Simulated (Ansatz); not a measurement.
One crystal and one scan (frozen-phonon scan) at two levels, PBE (plane waves to 420 eV, PAW, scalar-relativistic; Ansatz, a first-principles code) and r2SCAN (plane waves to 500 eV, PAW, scalar-relativistic; Ansatz), each from its own relaxed cell and on its own mesh. The cell shown is that of PBE.

ZnSe (zinc blende)

```
CELL_PARAMETERS angstrom
      0.00000     5.73301     5.73301
      2.86650     0.00000     2.86650
      2.86650     2.86650     0.00000
ATOMIC_POSITIONS crystal
  Se 0.37500 0.75000 0.75000
  Se 0.87500 0.75000 0.75000
  Zn 0.00000 0.00000 0.00000
  Zn 0.50000 0.00000 0.00000
```

The atoms are displaced by Q × the pattern below (from a DFPT mode at L = (0.5, 0.0, 0.0), largest move 1; Q in Å), at fixed cell. It is one choice among 2 degenerate patterns. (q is in reciprocal vectors of the primitive cell; the cell shown is doubled to hold the pattern.)

| atom | x | y | z |
|---|---|---|---|
| Se1 | 0.273 | -0.498 | 0.771 |
| Se2 | -0.273 | 0.498 | -0.771 |
| Zn3 | 0.285 | -0.520 | 0.805 |
| Zn4 | -0.285 | 0.520 | -0.805 |

ZnSe was relaxed with its symmetry unable to fall. Percentages come from the unrounded values. Both scans cover Q from -0.280 to 0.280 Å.

```csv
quantity,PBE,r2SCAN,PBE − r2SCAN
Lattice constant a (Å),5.733,5.665,+0.068 (+1.2 %)
"Band gap of the relaxed cell, no spin-orbit coupling (eV)",1.15,1.87,-0.72 (-38 %)
Energy at Q = 0.280 Å (meV/cell),1848,2048,-200 (-9.8 %)
Harmonic wavenumber from the curvature (finite differences) (cm⁻¹ (negative: imaginary)),195,206,-11 (-5 %)
```

PBE gives the higher value for: lattice constant a. PBE gives the lower value for: band gap of the relaxed cell, no spin-orbit coupling; energy at Q = 0.280 Å; harmonic wavenumber from the curvature. Both give the same space group of the distorted cell: P1 (No. 1), lowered from F-43m.

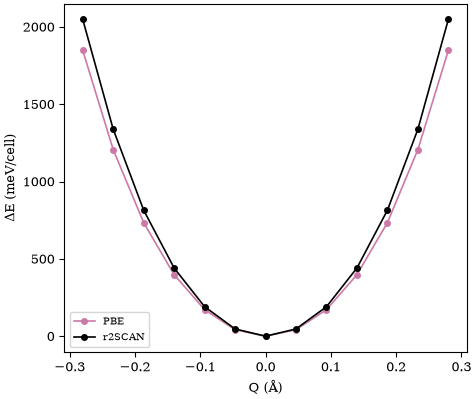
Figure: ΔE, each from the undisplaced structure of its own level.

(A displaced cell: forces are minus the slopes of the energy, force constants its curvatures, and phonons follow from these.)
